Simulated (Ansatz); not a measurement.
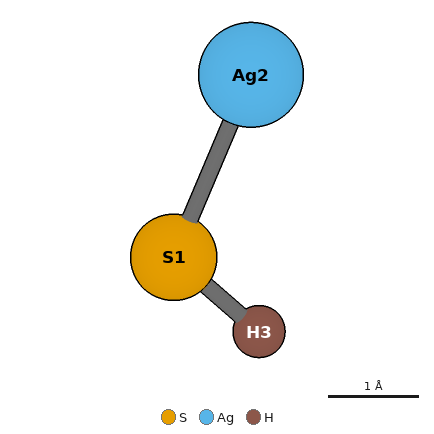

Simulated data, not a measurement (program: Ansatz).

Atoms carry their numbers in the input. Charge 0, singlet. Geometry: moved along internal coordinates away from the minimum.

How are the neighbours of atom 1 arranged?

Answer. S1 has 2 neighbours (Ag2 at 2.31, H3 at 1.34 Å); the arrangement is bent.
